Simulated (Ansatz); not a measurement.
## C, carrier doping

Take C in the diamond structure (space group Fd-3m, No. 227; a = 3.572 Å) as the base.

Carriers are added at fixed cell with a uniform background; the Fermi–Dirac width is that of 300 K.

Calculations: PBE/PAW in Ansatz (a program for electronic structure), spin-orbit coupling left out, earlier PAW set.

Notes on the quantities. Fermi level from band edge: Fermi level relative to the doped band's edge (positive inside the band; to 0.05 eV).

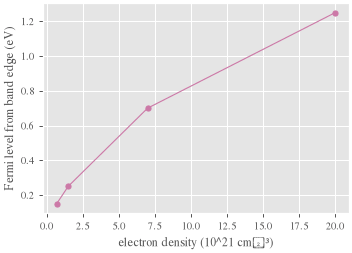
Figure: Fermi level from band edge against electron density

Task: From the plot, what is the Fermi level from band edge for electrons 7.0×10^20 cm⁻³?

Result: About 0.15 eV.

Task: Is the trend monotonic over the range shown?

Result: Yes, it rises throughout, spanning +0.15 eV to +1.25 eV.

Charged cell with a jellium background: band edges are those of the host's band count, energies are not comparable with the neutral cell, and many-body gap narrowing is missing. No phonon test of stability was made.
